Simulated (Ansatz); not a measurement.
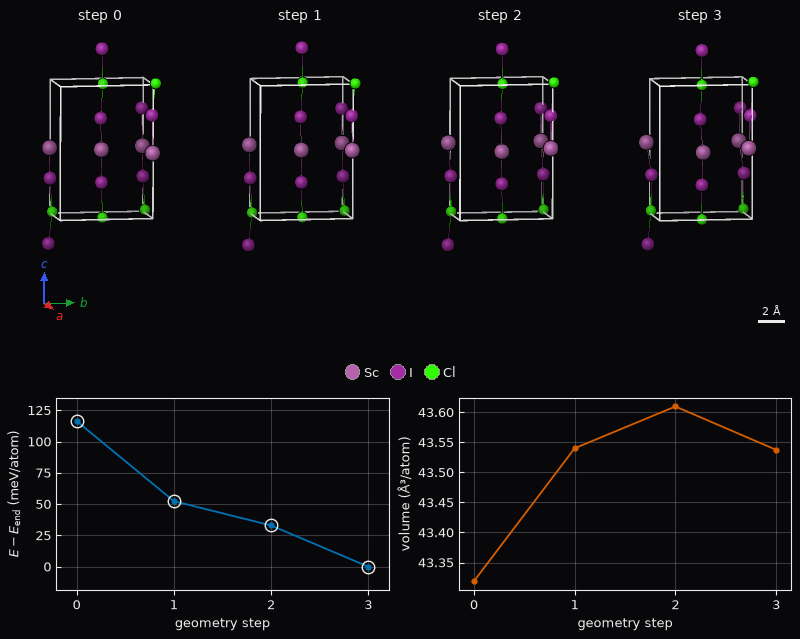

Frames of a relaxation of crystalline ScI2Cl (a generated structure, set up in P1) (coarse preliminary run), marked on the history of the run. Style: ball-and-stick. Shown: the cell of the calculation, slightly off an axis.

Theory: DFT PBE, scalar-relativistic, plane waves, PAW (Ansatz). Set-up: plane-wave cutoff 420 eV; k-point mesh 6 × 4 × 2; occupations gaussian; smearing width 0.2 eV; no spin polarisation; cell and atoms relaxed; force threshold 0.025 eV/Å; at most 60 steps.

> What happens along the run?

The run was cut off at its time limit before the relaxation converged, so the last structure is only a point on the way. The atom that moves furthest relative to the cell is a Sc atom (0.51 Å roughly along [1 −1 1]). Largest moves by element: Sc 0.51 Å, I 0.34 Å, Cl 0.17 Å. The drawn cell changes as follows: a 4.260 → 4.270 Å (+0.2 %), b 7.521 → 7.496 Å (−0.3 %), c 10.822 → 10.884 Å (+0.6 %), α 90.1° → 90.5°, β 88.8° → 89.4°, γ 88.5° → 89.1°; the volume changes by +0.5 %. Near-neighbour distances that change, for instance: I–Sc 3.032 → 2.651 Å, Cl–I 2.747 → 2.981 Å, I–Sc 2.455 → 2.653 Å, Cl–I 2.667 → 2.836 Å. Among the angles between lasting bonds that change: I–Sc–I 172.4° → 158.8°, Sc–I–Cl 163.0° → 152.5°, Sc–I–Cl 175.8° → 168.1°. The space group stays P1 (No. 1). Over 3 geometry steps the energy falls by 116 meV per atom. Largest force component: 3 eV/Å at the start, 0.53 eV/Å at the end. Pressure: 0.98 GPa at the start and −0.04 GPa at the end. Cost: 6.2 min on 1 thread of Arm Neoverse V1, on a shared host, peak memory 0.77 GiB. From step 0 to 1: a Sc atom moves most (0.20 Å), volume +0.5 %, energy −64.0 meV per atom. From step 1 to 2: Sc and I atoms move most (0.19 Å), volume +0.2 %, energy −19.4 meV per atom. From step 2 to 3: a Sc atom moves most (0.20 Å), volume −0.2 %, energy −33.0 meV per atom.

| step | E − E(0), meV/atom | largest force component, eV/Å | pressure, GPa | volume, Å³/atom |
| --- | --- | --- | --- | --- |
| 0 | 0.00 | 2.9986 | 0.98 | 43.319 |
| 1 | -63.98 | 0.7228 | -0.19 | 43.540 |
| 2 | -83.43 | 0.4667 | 0.01 | 43.610 |
| 3 | -116.41 | 0.5299 | -0.04 | 43.537 |
